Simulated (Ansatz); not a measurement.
# C4H11AlO: small, medium and large basis sets

How large a basis does C4H11AlO need? Two functionals are run in growing sets.

The runs use Ansatz 0.2.0, Gaussian basis; one geometry, several basis sets.

Levels to be run: PBE0-D4/def2-SVP; ωB97M-V/def2-SVP; PBE0-D4/def2-QZVPP; ωB97M-V/def2-QZVPP; the functionals' def2-TZVPP values are taken from earlier runs.

1 further run of the same task is left out (it didn't finish). Runs told in other sessions of the task aren't counted.

### Step 1. The relaxed structure

The geometry comes from an earlier relaxation with PBE0-D4 in a triple-zeta def2 set; it is a stationary point, not always the lowest conformer.

17 atoms, charge 0, spin multiplicity 1.

Atoms are counted from 1 here; the program's logs count them from 0.

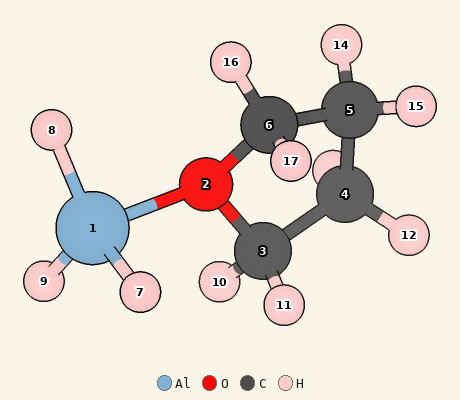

The geometry (aluminium light blue, oxygen red, carbon dark grey, hydrogen pink); atoms are numbered from 1 in the order of the file.

### Step 2. PBE0-D4 in def2-SVP

in.yaml

```yaml
crystal:
  periodic: [false, false, false]
  atoms:
    - {symbol: Al, position_ang: [-0.327645, 0.401945, 2.489224]}
    - {symbol: O, position_ang: [-0.357921, 0.145184, 0.541098]}
    - {symbol: C, position_ang: [-0.094187, -1.164637, 0.007773]}
    - {symbol: C, position_ang: [-0.136740, -0.969364, -1.499551]}
    - {symbol: C, position_ang: [0.181633, 0.526266, -1.702204]}
    - {symbol: C, position_ang: [0.361062, 1.071176, -0.293022]}
    - {symbol: H, position_ang: [1.234229, 0.119480, 2.745895]}
    - {symbol: H, position_ang: [-0.804704, 1.927590, 2.556801]}
    - {symbol: H, position_ang: [-1.346727, -0.754448, 2.918177]}
    - {symbol: H, position_ang: [-0.854376, -1.831852, 0.409351]}
    - {symbol: H, position_ang: [0.892377, -1.486312, 0.358086]}
    - {symbol: H, position_ang: [0.581240, -1.620695, -1.997868]}
    - {symbol: H, position_ang: [-1.126587, -1.206446, -1.889621]}
    - {symbol: H, position_ang: [-0.642963, 1.028618, -2.207890]}
    - {symbol: H, position_ang: [1.081030, 0.684114, -2.297409]}
    - {symbol: H, position_ang: [-0.068676, 2.055932, -0.120132]}
    - {symbol: H, position_ang: [1.410052, 1.073350, 0.021490]}
basis:
  gaussian: {orbitals: def2-SVP}
hamiltonian: {xc: pbe0, dispersion: d4}
output: {orbitals: {seedname: orbitals}}
```

The run is started by

```bash
$ ansatz run in.yaml --threads 4 --pin off --events-out ev --progress --plain --max-ram 11315MiB
```

The log of the run:

```text
Functional definition: PBE0
  name "PBE0"
  cite "Adamo & Barone, J. Chem. Phys. 110, 6158 (1999) doi:10.1063/1.478522"
  cite "Perdew, Burke & Ernzerhof, Phys. Rev. Lett. 77, 3865 (1996) doi:10.1103/PhysRevLett.77.3865"
  parent pbe
  parameter a = 0.25
  parameter kappa = 0.804
  parameter beta = 0.06672455060314922
  exchange = (1 - a)*pbe_x(kappa = kappa, mu = beta*pi^2/3) + a*exact_x
  correlation = pbe_c(beta = beta)
1639 factors; their error is unknown
mean field evaluation 1: about -12949.1513 eV, gradient 4.3e1 eV
mean field evaluation 2: about -12948.7282 eV, gradient 4.6e1 eV
mean field evaluation 4: about -12953.7391 eV, gradient 2.2e0 eV
mean field evaluation 8: about -12953.8297 eV, gradient 4.2e-2 eV
mean field -12953.82973892 eV, -476.0444624841 hartree, gradient 2.8e-5 eV, S^2 0.000000; 0 other end points of the search recorded, 0 dependent functions left out
reference -12953.82977505 eV, -476.0444638120 hartree; 28, 28 occupied and 115, 115 virtual orbitals, 1639 factors
Total energy: -12954.15348895 eV, -476.0563600784 hartree
```

Run time: 1.1 s. Hardware: 4 threads of Intel Xeon 6975P-C, shared host; peak memory 0.4 GiB.

### Step 3. ωB97M-V in def2-SVP

in.yaml, as its differences from that of step 2:

```diff
@@ -22,3 +22,3 @@
   gaussian: {orbitals: def2-SVP}
-hamiltonian: {xc: pbe0, dispersion: d4}
+hamiltonian: {xc: {name: wB97M-V}}
 output: {orbitals: {seedname: orbitals}}
```

Same command.

The log of the run, cut to the lines that bear on the results:

```text
Functional definition: wB97M-V
  name "wB97M-V"
  cite "Mardirossian & Head-Gordon, J. Chem. Phys. 144, 214110 (2016) doi:10.1063/1.4952647"
  cite "Becke, J. Chem. Phys. 107, 8554 (1997) doi:10.1063/1.475007"
  cite "Vydrov & Van Voorhis, J. Chem. Phys. 133, 244103 (2010) doi:10.1063/1.3521275"
  # Of w^i u^j: cxij and so on, Table III.
[...]
  gx(w, u) = 1 - cx + cx01*u + cx10*w
  gss(w, u) = css00 + css04*u^4 + css10*w + css20*w^2 + css43*w^4*u^3
  gos(w, u) = cos00 + cos10*w + (cos20 + cos21*u)*w^2 + (cos60 + cos61*u)*w^6
[...]
      + integral(e_c_pw_mod_opposite_spin*gos(b97_w_opposite, b97_u_opposite)) + vv10(b, c)
1620 factors; their error is unknown
428 factors; integrals over basis functions are off by at most 1.2e-5 eV
[...]
mean field -12960.53928512 eV, -476.2910337591 hartree, gradient 2.8e-5 eV, S^2 0.000000; 0 other end points of the search recorded, 0 dependent functions left out
reference -12960.53934130 eV, -476.2910358238 hartree; 28, 28 occupied and 115, 115 virtual orbitals, 1620 factors
Total energy: -12960.53934130 eV, -476.2910358238 hartree
```

Wall time 3.4 s (4 threads of Intel Xeon 6975P-C, shared host); peak memory 0.54 GiB.

### Step 4. PBE0-D4 in def2-QZVPP

in.yaml, as its differences from that of step 3:

```diff
@@ -21,4 +21,4 @@
 basis:
-  gaussian: {orbitals: def2-SVP}
-hamiltonian: {xc: {name: wB97M-V}}
+  gaussian: {orbitals: "def2-QZVPP.json"}
+hamiltonian: {xc: pbe0, dispersion: d4}
 output: {orbitals: {seedname: orbitals}}
```

The command is unchanged.

The log of the run:

```text
Functional definition: PBE0
  name "PBE0"
  cite "Adamo & Barone, J. Chem. Phys. 110, 6158 (1999) doi:10.1063/1.478522"
  cite "Perdew, Burke & Ernzerhof, Phys. Rev. Lett. 77, 3865 (1996) doi:10.1103/PhysRevLett.77.3865"
  parent pbe
  parameter a = 0.25
  parameter kappa = 0.804
  parameter beta = 0.06672455060314922
  exchange = (1 - a)*pbe_x(kappa = kappa, mu = beta*pi^2/3) + a*exact_x
  correlation = pbe_c(beta = beta)
1973 factors; their error is unknown
mean field evaluation 1: about -12955.5050 eV, gradient 6.0e1 eV
mean field evaluation 2: about -12951.8100 eV, gradient 7.3e1 eV
mean field evaluation 4: about -12963.6794 eV, gradient 4.7e0 eV
mean field evaluation 8: about -12963.7165 eV, gradient 5.5e-2 eV
mean field evaluation 16: about -12963.7165 eV, gradient 4.1e-5 eV
mean field -12963.71651536 eV, -476.4077948167 hartree, gradient 4.1e-5 eV, S^2 0.000000; 0 other end points of the search recorded, 0 dependent functions left out
reference -12963.71656953 eV, -476.4077968074 hartree; 28, 28 occupied and 657, 657 virtual orbitals, 1973 factors
Total energy: -12964.04028343 eV, -476.4196930739 hartree
```

Run time: 12 s. Hardware: 4 threads of Intel Xeon 6975P-C, shared host; peak memory 3.3 GiB.

### Step 5. ωB97M-V in def2-QZVPP

in.yaml, as its differences from that of step 4:

```diff
@@ -22,3 +22,3 @@
   gaussian: {orbitals: "def2-QZVPP.json"}
-hamiltonian: {xc: pbe0, dispersion: d4}
+hamiltonian: {xc: {name: wB97M-V}}
 output: {orbitals: {seedname: orbitals}}
```

The command is unchanged.

The log of the run, cut to the lines that bear on the results:

```text
Functional definition: wB97M-V
  name "wB97M-V"
  cite "Mardirossian & Head-Gordon, J. Chem. Phys. 144, 214110 (2016) doi:10.1063/1.4952647"
  cite "Becke, J. Chem. Phys. 107, 8554 (1997) doi:10.1063/1.475007"
  cite "Vydrov & Van Voorhis, J. Chem. Phys. 133, 244103 (2010) doi:10.1063/1.3521275"
  # Of w^i u^j: cxij and so on, Table III.
[...]
  gx(w, u) = 1 - cx + cx01*u + cx10*w
  gss(w, u) = css00 + css04*u^4 + css10*w + css20*w^2 + css43*w^4*u^3
  gos(w, u) = cos00 + cos10*w + (cos20 + cos21*u)*w^2 + (cos60 + cos61*u)*w^6
[...]
      + integral(e_c_pw_mod_opposite_spin*gos(b97_w_opposite, b97_u_opposite)) + vv10(b, c)
1930 factors; their error is unknown
570 factors; integrals over basis functions are off by at most 1.2e-5 eV
[...]
mean field -12970.76777739 eV, -476.6669239169 hartree, gradient 3.8e-5 eV, S^2 0.000000; 0 other end points of the search recorded, 0 dependent functions left out
reference -12970.76786421 eV, -476.6669271076 hartree; 28, 28 occupied and 657, 657 virtual orbitals, 1930 factors
Total energy: -12970.76786421 eV, -476.6669271076 hartree
```

Wall time 20 s (4 threads of Intel Xeon 6975P-C, shared host); peak memory 4.1 GiB.

### Step 6. Functionals by basis

The def2-TZVPP values come from earlier runs at the same geometry.

```
functional       basis  functions  energy (eV)  from the largest (eV)  HOMO (eV)  LUMO (eV)
   PBE0-D4    def2-SVP        143  -12954.1535                  9.887      -7.22       0.57
   PBE0-D4  def2-TZVPP        351  -12963.4732                  0.567      -7.28       0.23
   PBE0-D4  def2-QZVPP        685  -12964.0403                  0.000      -7.29      -0.01
   ωB97M-V    def2-SVP        143  -12960.5393                 10.229      -9.41       2.27
   ωB97M-V  def2-TZVPP        351  -12970.2150                  0.553      -9.52       1.71
   ωB97M-V  def2-QZVPP        685  -12970.7679                  0.000      -9.54       1.18
```

### Step 7. What came out

```
                                       quantity           value
PBE0-D4: double and triple zeta above quadruple   9.89, 0.57 eV
ωB97M-V: double and triple zeta above quadruple  10.23, 0.55 eV
```

What this shows: For PBE0-D4 the step from double to triple zeta gains 9.32 eV and the next only 0.57 eV. These are total energies; as a rule much of such shifts cancels in differences, which this series doesn't test. The LUMO of ωB97M-V is positive and keeps falling with the basis (2.27 to 1.18 eV): an unbound level that the basis holds in place.

For PBE0-D4 the largest set took about 11 times as long as the smallest (12 s against 1.1 s).
